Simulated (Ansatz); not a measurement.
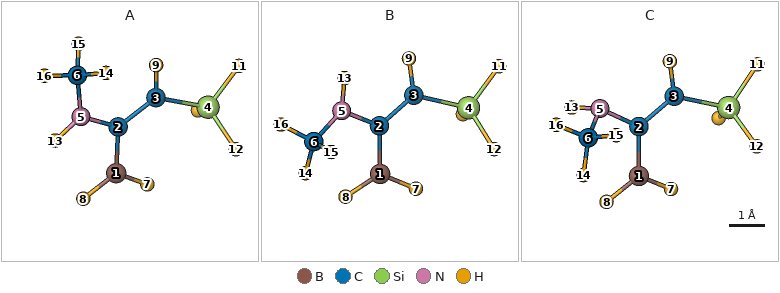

3 geometries from a converged minimum-energy path of C3H10BNSi, shuffled. A ball-and-stick model, seen at a tilt.

Theory: RKS PBE/6-31G* (Ansatz 0.2.0). Run with 9 movable images; climbing image; force threshold 0.05 eV/Å; iteration limit 60; starting path by image-dependent pair potential.

> Which of them lies highest in energy?

C. In order along the path, whose images run from 0 to 10: B (image 2, 0.0 kcal/mol), C (image 5, +10.4 kcal/mol), A (image 10, −3.2 kcal/mol). The motion is a rotation about the C–N bond by about 180°. No bond forms or breaks between the ends. Bond angles that change up to the highest image, for instance: C–N–C 125.7° → 112.6°, C–N–H 117.3° → 107.7°.

The run took 8.3 min on 2 threads of Arm Neoverse V2 (shared host), peak memory 0.16 GiB.
